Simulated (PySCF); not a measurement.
# C3H10Si2: NMR shifts at several levels of theory, part 2 of 2

PySCF 2.14.0. Atoms count from 0. The steps go on from the part before.

## Step 8: Nuclear shieldings: PBE0/cc-pVTZ

What the job is given:

```
{"job": {"kind": "nmr", "xc": "PBE0", "basis": "cc-pVTZ", "pop": true}, "charge": 0, "multiplicity": 1}
C      0.334018    -1.147565    -0.345552
C     -1.042360    -0.756485     0.213109
Si    -1.295845     1.122365    -0.012456
Si     1.008579     1.562157     0.004080
C      1.459462    -0.278590     0.235608
H      0.323654    -1.043597    -1.446071
H      0.536100    -2.214349    -0.148840
H     -1.081936    -0.975801     1.294796
H     -1.850080    -1.340344    -0.255455
H     -1.949642     1.434642    -1.322522
H     -2.109686     1.737627     1.080779
H      1.523646     2.429161     1.108497
H      1.524602     2.098183    -1.294872
H      1.552510    -0.466732     1.320076
H      2.434945    -0.526851    -0.211483
```

Method: GIAO PBE0/cc-pVTZ NMR shielding, non-relativistic, gas phase.

Log:

```text
coarse grid: 12712 points
cycle   1  E = -698.9498349961  dE =  1.556e-01  |g| = 3.894e-01  |ddm| = 7.119e+00
cycle   2  E = -698.9205907723  dE =  2.924e-02  |g| = 5.026e-01  |ddm| = 1.473e+00
cycle   3  E = -698.9887343702  dE = -6.814e-02  |g| = 4.229e-02  |ddm| = 8.366e-01
cycle   4  E = -698.9892030962  dE = -4.687e-04  |g| = 1.336e-02  |ddm| = 7.329e-02
cycle   5  E = -698.9892464399  dE = -4.334e-05  |g| = 4.124e-03  |ddm| = 2.752e-02
cycle   6  E = -698.9892510415  dE = -4.602e-06  |g| = 7.086e-04  |ddm| = 8.027e-03
final grid: 111200 points
cycle   7  E = -698.9937823866  dE = -5.460e-05  |g| = 6.977e-03  |ddm| = 1.110e-01
cycle   8  E = -698.9937713002  dE =  1.109e-05  |g| = 9.400e-03  |ddm| = 2.656e-02
cycle   9  E = -698.9937946961  dE = -2.340e-05  |g| = 4.840e-04  |ddm| = 1.501e-02
cycle  10  E = -698.9937947616  dE = -6.548e-08  |g| = 1.489e-04  |ddm| = 9.366e-04
cycle  11  E = -698.9937947678  dE = -6.188e-09  |g| = 4.237e-05  |ddm| = 3.294e-04
cycle  12  E = -698.9937947683  dE = -5.716e-10  |g| = 5.475e-06  |ddm| = 9.483e-05
converged SCF energy = -698.9937947683

GIAO shielding tensors (ppm)
atom      isotropic    diamagn.    paramagn.     s11        s22        s33       span
  0 C      159.646     241.697     -82.051    141.337    165.948    171.654     30.317
  1 C      174.648     239.534     -64.886    161.161    168.256    194.527     33.366
  2 Si     425.143     887.669    -462.527    394.784    402.226    478.418     83.634
  3 Si     425.188     887.588    -462.401    395.152    402.310    478.100     82.948
  4 C      174.509     239.172     -64.663    161.031    168.155    194.340     33.309
  5 H       30.245      30.901      -0.656     25.659     28.331     36.746     11.087
  6 H       28.938      29.350      -0.412     22.885     27.604     36.326     13.440
  7 H       30.869      29.738       1.131     26.026     28.491     38.089     12.063
  8 H       29.860      29.006       0.855     24.762     27.533     37.286     12.525
  9 H       27.487      29.213      -1.726     24.356     24.771     33.334      8.978
 10 H       27.320      28.929      -1.609     24.149     24.716     33.096      8.947
 11 H       27.323      28.806      -1.483     24.152     24.723     33.095      8.943
 12 H       27.491      29.089      -1.598     24.365     24.766     33.341      8.977
 13 H       30.873      29.524       1.350     26.048     28.501     38.071     12.023
 14 H       29.854      28.711       1.144     24.752     27.529     37.282     12.530
```

Run time: 46 s. Hardware: 1 thread of Arm Neoverse V1, shared host; peak memory 1.1 GiB.

In short: δ C0 27.6, C1 12.7, Si2 -65.2, H9 3.89, H5 1.70 ppm (means over like atoms).

## Step 9: Shielding tensors: PBE0/aug-cc-pVDZ

Settings changed since step 8:

```diff
@@ -1,2 +1,2 @@
-{"job": {"kind": "nmr", "xc": "PBE0", "basis": "cc-pVTZ", "pop": true}, "charge": 0, "multiplicity": 1}
+{"job": {"kind": "nmr", "xc": "PBE0", "basis": "aug-cc-pVDZ", "pop": true}, "charge": 0, "multiplicity": 1}
 C      0.334018    -1.147565    -0.345552
```

With the program's defaults for keys left out, this is: GIAO PBE0/aug-cc-pVDZ NMR shielding, non-relativistic, gas phase.

Log:

```text
coarse grid: 12712 points
cycle   1  E = -698.8881891416  dE =  1.992e-01  |g| = 3.616e-01  |ddm| = 8.618e+00
cycle   2  E = -698.8613566212  dE =  2.683e-02  |g| = 4.722e-01  |ddm| = 1.762e+00
cycle   3  E = -698.9242084136  dE = -6.285e-02  |g| = 3.452e-02  |ddm| = 9.634e-01
cycle   4  E = -698.9245698666  dE = -3.615e-04  |g| = 1.201e-02  |ddm| = 1.225e-01
cycle   5  E = -698.9246104443  dE = -4.058e-05  |g| = 3.273e-03  |ddm| = 3.819e-02
cycle   6  E = -698.9246136994  dE = -3.255e-06  |g| = 5.207e-04  |ddm| = 9.338e-03
final grid: 111200 points
cycle   7  E = -698.9395311869  dE = -1.895e-05  |g| = 6.851e-03  |ddm| = 1.832e-01
cycle   8  E = -698.9395191541  dE =  1.203e-05  |g| = 9.459e-03  |ddm| = 3.684e-02
cycle   9  E = -698.9395440987  dE = -2.494e-05  |g| = 3.420e-04  |ddm| = 1.915e-02
cycle  10  E = -698.9395441386  dE = -3.989e-08  |g| = 7.360e-05  |ddm| = 1.270e-03
cycle  11  E = -698.9395441401  dE = -1.539e-09  |g| = 3.178e-05  |ddm| = 3.173e-04
cycle  12  E = -698.9395441405  dE = -3.490e-10  |g| = 3.444e-06  |ddm| = 1.050e-04
converged SCF energy = -698.9395441405

GIAO shielding tensors (ppm)
atom      isotropic    diamagn.    paramagn.     s11        s22        s33       span
  0 C      167.258     202.205     -34.947    148.863    173.816    179.095     30.232
  1 C      182.255     210.784     -28.529    169.681    175.644    201.441     31.760
  2 Si     475.591     891.923    -416.332    445.825    454.990    525.959     80.134
  3 Si     475.661     891.799    -416.139    446.361    454.885    525.736     79.375
  4 C      182.117     210.080     -27.963    169.555    175.540    201.256     31.700
  5 H       30.316      27.095       3.221     25.789     28.362     36.798     11.009
  6 H       28.973      28.555       0.418     22.995     27.573     36.350     13.355
  7 H       30.904      28.959       1.945     26.029     28.524     38.158     12.129
  8 H       29.888      30.424      -0.536     24.807     27.591     37.267     12.460
  9 H       27.515      27.206       0.309     24.268     24.727     33.551      9.284
 10 H       27.343      27.412      -0.069     24.055     24.668     33.305      9.251
 11 H       27.345      27.272       0.074     24.057     24.675     33.305      9.248
 12 H       27.519      27.067       0.452     24.276     24.723     33.558      9.283
 13 H       30.908      28.889       2.019     26.049     28.534     38.141     12.092
 14 H       29.883      30.593      -0.710     24.798     27.589     37.263     12.465
```

Run time: 29 s. Hardware: 1 thread of Arm Neoverse V1, shared host; peak memory 0.92 GiB.

This run: δ C0 27.9, C1 12.9, Si2 -58.9, H9 3.96, H5 1.75 ppm (means over like atoms).

## Step 10: Nuclear shieldings: PBE0/IGLO-III

Settings changed since step 9:

```diff
@@ -1,2 +1,2 @@
-{"job": {"kind": "nmr", "xc": "PBE0", "basis": "aug-cc-pVDZ", "pop": true}, "charge": 0, "multiplicity": 1}
+{"job": {"kind": "nmr", "xc": "PBE0", "basis": "IGLO-III", "pop": true}, "charge": 0, "multiplicity": 1}
 C      0.334018    -1.147565    -0.345552
```

Method: GIAO PBE0/IGLO-III NMR shielding, non-relativistic, gas phase.

Log:

```text
coarse grid: 12712 points
cycle   1  E = -698.9485697932  dE =  1.231e-01  |g| = 4.143e-01  |ddm| = 2.619e+00
cycle   2  E = -698.9196197366  dE =  2.895e-02  |g| = 5.085e-01  |ddm| = 6.082e-01
cycle   3  E = -698.9874948621  dE = -6.788e-02  |g| = 5.878e-02  |ddm| = 3.828e-01
cycle   4  E = -698.9883176007  dE = -8.227e-04  |g| = 1.467e-02  |ddm| = 5.185e-02
cycle   5  E = -698.9883593106  dE = -4.171e-05  |g| = 4.666e-03  |ddm| = 1.577e-02
cycle   6  E = -698.9883649923  dE = -5.682e-06  |g| = 8.048e-04  |ddm| = 3.966e-03
final grid: 111200 points
cycle   7  E = -698.9954542879  dE = -7.793e-05  |g| = 6.977e-03  |ddm| = 6.288e-02
cycle   8  E = -698.9954439982  dE =  1.029e-05  |g| = 9.135e-03  |ddm| = 1.115e-02
cycle   9  E = -698.9954657320  dE = -2.173e-05  |g| = 6.106e-04  |ddm| = 6.167e-03
cycle  10  E = -698.9954658162  dE = -8.419e-08  |g| = 1.887e-04  |ddm| = 6.924e-04
cycle  11  E = -698.9954658241  dE = -7.922e-09  |g| = 5.001e-05  |ddm| = 2.191e-04
cycle  12  E = -698.9954658249  dE = -7.344e-10  |g| = 7.169e-06  |ddm| = 5.031e-05
converged SCF energy = -698.9954658249

GIAO shielding tensors (ppm)
atom      isotropic    diamagn.    paramagn.     s11        s22        s33       span
  0 C      155.614     246.724     -91.110    136.659    162.299    167.886     31.227
  1 C      170.652     247.821     -77.168    156.743    164.364    190.850     34.107
  2 Si     414.171     891.729    -477.558    386.338    390.530    465.644     79.306
  3 Si     414.231     891.707    -477.475    386.873    390.466    465.355     78.482
  4 C      170.509     247.431     -76.921    156.612    164.263    190.654     34.042
  5 H       30.272      30.345      -0.073     25.679     28.432     36.703     11.024
  6 H       29.006      28.410       0.597     22.964     27.727     36.328     13.364
  7 H       30.903      29.668       1.234     26.105     28.593     38.010     11.905
  8 H       29.950      28.126       1.824     24.898     27.689     37.263     12.365
  9 H       27.460      29.976      -2.516     24.416     24.797     33.167      8.751
 10 H       27.322      29.745      -2.423     24.220     24.802     32.945      8.726
 11 H       27.325      29.657      -2.332     24.222     24.809     32.943      8.722
 12 H       27.464      29.882      -2.418     24.424     24.794     33.175      8.751
 13 H       30.907      29.412       1.495     26.125     28.603     37.991     11.866
 14 H       29.944      27.688       2.257     24.888     27.686     37.258     12.370
```

Run time: 43 s. Hardware: 1 thread of Arm Neoverse V1, shared host; peak memory 1.1 GiB.

In short: δ C0 28.2, C1 13.2, Si2 -68.9, H9 3.98, H5 1.74 ppm (means over like atoms).

## Step 11: NMR shieldings: PBE0/pcSseg-0

Settings changed since step 10:

```diff
@@ -1,2 +1,2 @@
-{"job": {"kind": "nmr", "xc": "PBE0", "basis": "IGLO-III", "pop": true}, "charge": 0, "multiplicity": 1}
+{"job": {"kind": "nmr", "xc": "PBE0", "basis": "pcSseg-0", "pop": true}, "charge": 0, "multiplicity": 1}
 C      0.334018    -1.147565    -0.345552
```

Method: GIAO PBE0/pcSseg-0 NMR shielding, non-relativistic, gas phase.

Log:

```text
coarse grid: 12712 points
cycle   1  E = -697.8997090712  dE =  1.029e-01  |g| = 2.982e-01  |ddm| = 3.693e+00
cycle   2  E = -697.8901293393  dE =  9.580e-03  |g| = 3.497e-01  |ddm| = 8.192e-01
cycle   3  E = -697.9239484145  dE = -3.382e-02  |g| = 2.275e-02  |ddm| = 4.974e-01
cycle   4  E = -697.9240820782  dE = -1.337e-04  |g| = 8.012e-03  |ddm| = 5.100e-02
cycle   5  E = -697.9241032565  dE = -2.118e-05  |g| = 9.225e-04  |ddm| = 1.764e-02
cycle   6  E = -697.9241034950  dE = -2.385e-07  |g| = 3.613e-04  |ddm| = 1.591e-03
final grid: 111200 points
cycle   7  E = -697.9808088756  dE = -1.313e-05  |g| = 4.175e-03  |ddm| = 2.280e-02
cycle   8  E = -697.9808061998  dE =  2.676e-06  |g| = 5.216e-03  |ddm| = 1.184e-02
cycle   9  E = -697.9808135195  dE = -7.320e-06  |g| = 1.177e-04  |ddm| = 7.024e-03
cycle  10  E = -697.9808135245  dE = -5.079e-09  |g| = 3.648e-05  |ddm| = 4.412e-04
cycle  11  E = -697.9808135249  dE = -3.287e-10  |g| = 1.739e-05  |ddm| = 6.584e-05
converged SCF energy = -697.9808135249

GIAO shielding tensors (ppm)
atom      isotropic    diamagn.    paramagn.     s11        s22        s33       span
  0 C      165.392     243.358     -77.966    142.515    172.243    181.417     38.903
  1 C      183.776     250.698     -66.922    167.173    176.729    207.427     40.254
  2 Si     451.099     878.473    -427.374    398.364    425.980    528.954    130.590
  3 Si     451.179     878.470    -427.291    399.039    425.757    528.742    129.703
  4 C      183.653     250.911     -67.258    167.078    176.588    207.293     40.215
  5 H       32.038      30.140       1.898     26.916     29.741     39.458     12.542
  6 H       30.675      30.834      -0.160     23.822     28.759     39.443     15.621
  7 H       32.588      30.896       1.691     26.935     29.929     40.899     13.963
  8 H       31.809      31.233       0.575     25.564     29.103     40.759     15.195
  9 H       29.110      28.352       0.757     25.237     26.478     35.614     10.377
 10 H       29.120      28.380       0.740     25.151     26.536     35.673     10.522
 11 H       29.117      28.445       0.672     25.147     26.534     35.672     10.524
 12 H       29.116      28.429       0.687     25.249     26.481     35.618     10.369
 13 H       32.592      30.866       1.726     26.955     29.936     40.884     13.928
 14 H       31.800      31.344       0.457     25.554     29.093     40.753     15.199
```

Run time: 6 s. Hardware: 1 thread of Arm Neoverse V1, shared host; peak memory 0.49 GiB.

This run: δ C0 28.1, C1 9.8, Si2 -102.6, H9 3.72, H5 1.48 ppm (means over like atoms).

## Step 12: Run by run: NMR shifts

Shifts (ppm), means over like atoms, with basis size and wall time:

| run | C0 | C1 | H9 | H5 | H7 | Si2 | functions | time |
| --- | --- | --- | --- | --- | --- | --- | --- | --- |
| PBE0/6-31G* | 25.7 | 11.4 | 3.98 | 1.79 | 0.88 | -38.6 | 98 | 9.8 s |
| PBE0/6-311+G(2d,p) | 27.1 | 12.7 | 4.07 | 1.69 | 0.94 | -67.1 | 211 | 27 s |
| PBE0/def2-SVP | 25.1 | 11.2 | 3.84 | 1.44 | 0.72 | -65.7 | 128 | 12 s |
| PBE0/def2-TZVP | 27.8 | 12.9 | 4.09 | 1.70 | 0.91 | -69.3 | 227 | 31 s |
| PBE0/cc-pVDZ | 28.2 | 13.3 | 3.79 | 1.61 | 0.90 | -56.7 | 128 | 12 s |
| PBE0/cc-pVTZ | 27.6 | 12.7 | 3.89 | 1.70 | 0.93 | -65.2 | 298 | 46 s |
| PBE0/aug-cc-pVDZ | 27.9 | 12.9 | 3.96 | 1.75 | 1.00 | -58.9 | 213 | 29 s |
| PBE0/IGLO-III | 28.2 | 13.2 | 3.98 | 1.74 | 0.95 | -68.9 | 293 | 43 s |
| PBE0/pcSseg-0 | 28.1 | 9.8 | 3.72 | 1.48 | 0.63 | -102.6 | 73 | 6 s |

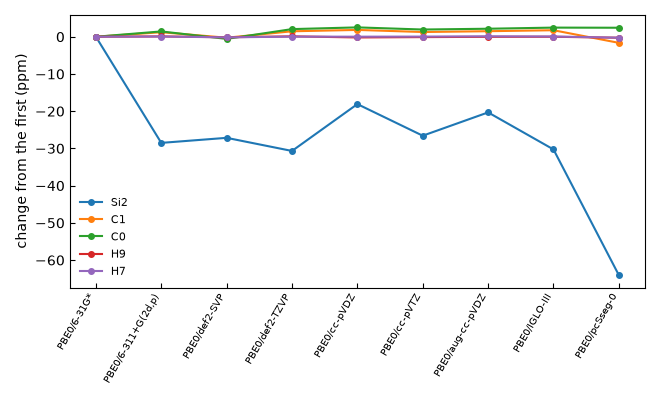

How five of the tabulated atoms move from run to run.

## Step 13: Summary of results

The summary covers parts 1 to 2.

| quantity | value |
| --- | --- |
| point group | Cs |
| rotational constants (main isotopes) | 3.58, 3.23, 1.88 GHz |
| ¹³C shifts against TMS (PBE0/6-31G*, means over atoms taken as alike) | 25.7, 11.4 ppm |
| ¹H shifts against TMS (PBE0/6-31G*, means over atoms taken as alike) | 3.98, 1.79, 0.88 ppm |
| ²⁹Si shifts against TMS (PBE0/6-31G*, means over atoms taken as alike) | -38.6 ppm |
| range of the shift of Si2 | -102.6 to -38.6 ppm |

In words: Single values in the summary come from the first run of each kind that ended normally (PBE0/6-31G*), which need not be the best level. Relaxing lowered the energy by 0.161 eV in 3 steps; the close pair that moved most is Si2–H9, from 1.445 to 1.497 Å. At PBE0/6-31G*: Shielding is most anisotropic at Si2, Si3 (span 76 ppm, paramagnetic term -426 ppm). In ppm, Si2 (with its like atoms) moves most: its shift spreads over 64.0 ppm, from -102.6 (PBE0/pcSseg-0) to -38.6 (PBE0/6-31G*). Most of that comes from the computed reference, not from the atom's own shielding.
